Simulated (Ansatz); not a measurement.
The figure comes from a scan of Mo₅Si₃ (space group I4/mcm): the cell is scaled evenly about its relaxed volume V₀. These are PBEsol (plane waves to 420 eV, PAW, scalar-relativistic; Ansatz, a program for electronic structure) values and carry that method's errors. k mesh 9×9×9 (Γ-centred), Fermi-Dirac smearing 0.05 eV. Compression counts positive. Mo5Si3 is run without spin polarisation. Mo5Si3 was relaxed with its symmetry unable to fall. 

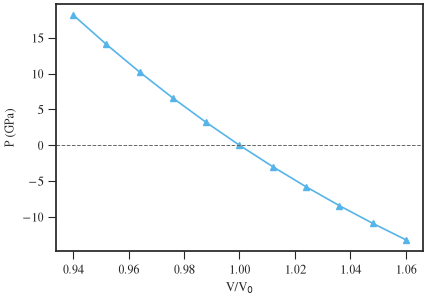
Fig. 1. P (GPa) against V/V₀; computed points joined by lines.

List the plotted points as numbers.

To the nearest 0.5:

```
V/V₀   P (GPa)
-----  -------
0.940     18.0
0.952     14.0
0.964     10.0
0.976      6.5
0.988      3.0
1.000      0.0
1.012     -3.0
1.024     -6.0
1.036     -8.5
1.048    -11.0
1.060    -13.0
```

(A scan under strain: stresses follow from slopes of the energy per volume, elastic moduli from its curvatures.)
